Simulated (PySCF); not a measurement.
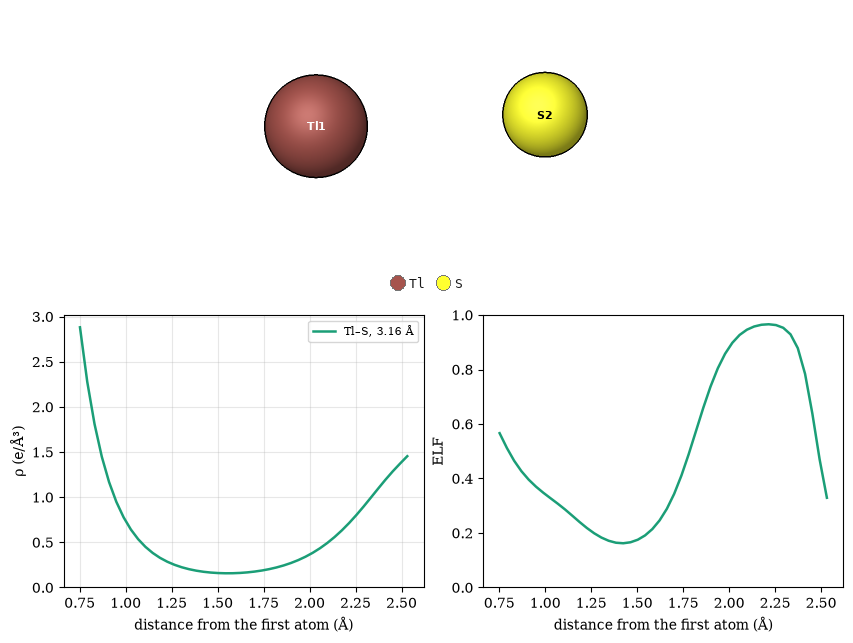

Figure. TlS (charge +1). Electron density and electron localisation function along straight lines between neighbouring atoms. The curves leave out the atomic cores. The structure is drawn too.

Core potentials replace the inner electrons of Tl.

The calculation used RKS BP86, Tl def2-SVP with ECP60, S def2-SVP; non-relativistic Hamiltonian with scalar-relativistic core potentials where named; density fitting in PySCF 2.14.0.

Input

```
mol = gto.M(atom='''
Tl    -0.00000    -0.00000    -0.78513
S     -0.00000     0.00000     2.37894''',
    basis={'Tl': 'def2-SVP', 'S': 'def2-SVP'},
    ecp={'Tl': 'def2-SVP'},
    charge=1, spin=0)
mf = dft.RKS(mol, xc='B88,P86')
mf.grids.atom_grid = (75, 302)  # f atoms: at least (60, 302), unpruned
mf = mf.density_fit()  # Tl def2-universal-JKFIT, S def2-universal-JKFIT
mf.conv_tol = 1e-09; mf.max_cycle = 55
mf.kernel(dm0)
```

Command:

```sh
OMP_NUM_THREADS=2 python run.py
```

**What can be read from the curves?**

Tl–S (3.16 Å): the density is about 0.16 e/Å³ at the midpoint; the ELF peaks at about 0.95 in the valence shell of S, 0.9 Å from its nucleus, and drops to about 0.15 between the two atoms.
